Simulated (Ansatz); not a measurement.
# BClFH···Cl (doublet): what the fields show

```csv
atom,x (Å),y (Å),z (Å)
B,-0.0218,0.0000,-0.1636
F,-0.0374,0.0000,1.1580
H,1.0133,0.0000,-0.7587
Cl,-1.5554,0.0000,-1.0198
Cl,0.0210,0.0000,4.1991
```

Level of theory: Ansatz 0.2.0, UKS B3LYP/def2-SVPD.

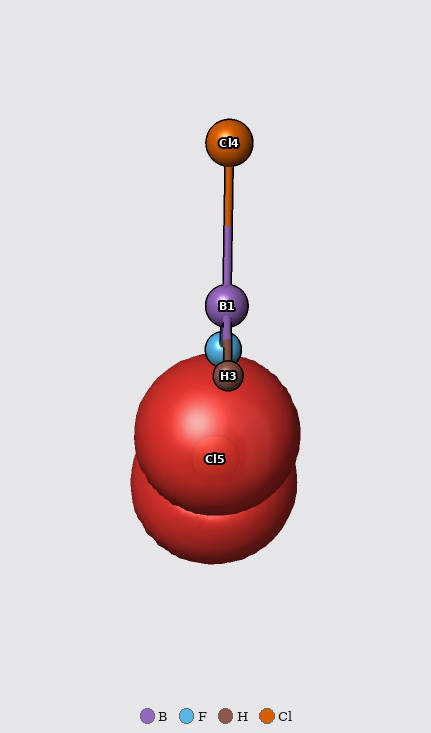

Figure 1. Isosurfaces of the spin density (α minus β) at +0.05 (red) and −0.05 e/Å³ (blue), seen at an oblique angle.

Q: Which atoms carry the spin?

A: The unpaired spin (1 electron) lies mostly on Cl5 (about 1.0), in electrons by Hirshfeld's partition. Only one sign reaches the isovalue.

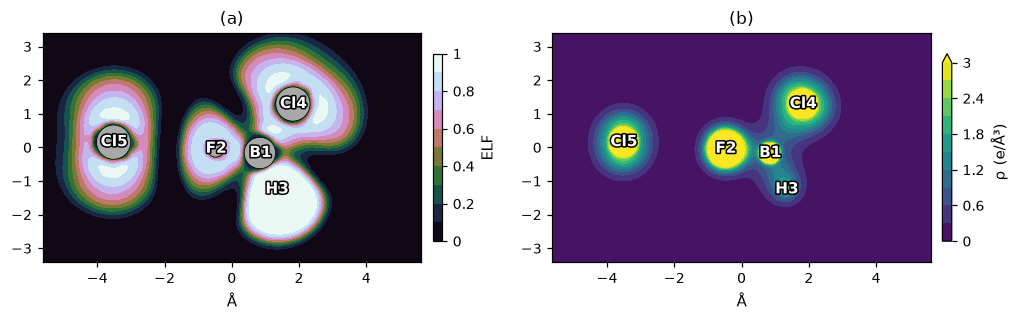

Figure 2. (a) ELF; (b) total electron density on the molecular plane. Grey discs cover the atomic cores in the ELF map.

Q: Describe what can be read from this map.

A: The section cuts through B, F, H and Cl sites. Cl5···F2 (3.04 Å): the density falls to about 0.05 e/Å³ on the way; the ELF dips to about 0 between them: a weak contact between the two molecules. B–F (1.32 Å): the density is about 2.2 e/Å³ at the midpoint; the ELF peaks at about 0.85 between the atoms (a shared but strongly polarised pair). B–Cl (1.76 Å): ρ is about 1.3 e/Å³ halfway; the ELF peaks at about 0.90 between the atoms; a polar covalent bond. B–H (1.19 Å): ρ is about 1.3 e/Å³ halfway; the ELF climbs to about 1 towards the hydrogen, as it does in any bond to H: an ordinary covalent bond to hydrogen. The ELF also peaks beside F2 and Cl4, away from the bonds: non-bonding electrons, paired or unpaired.

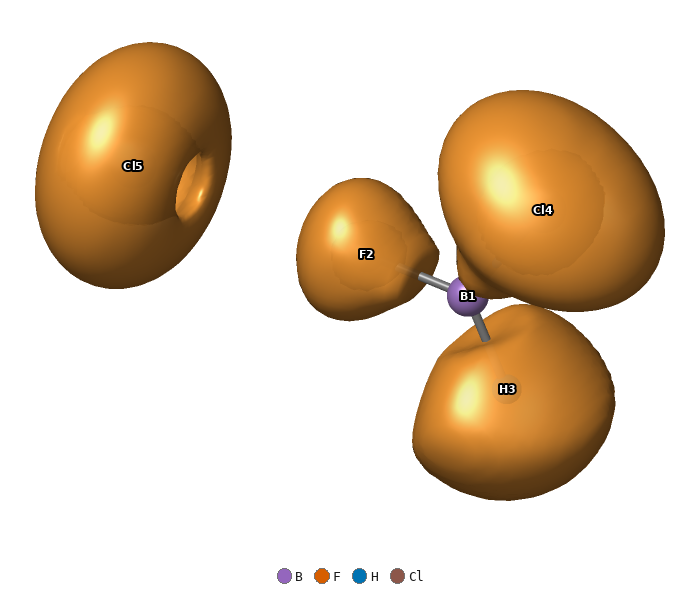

Figure 3. Isosurface of the electron localisation function at 0.75 (orange), seen at an oblique angle. Core shells and regions of very low density are left out.

Q: What do the ELF domains correspond to?

A: The surface consists of one region around a hydrogen nucleus, one region on Cl in which the atom's valence shell and bonds are merged, one region on F in which the atom's valence shell and bonds are merged and one region wrapped around Cl (its valence shell).
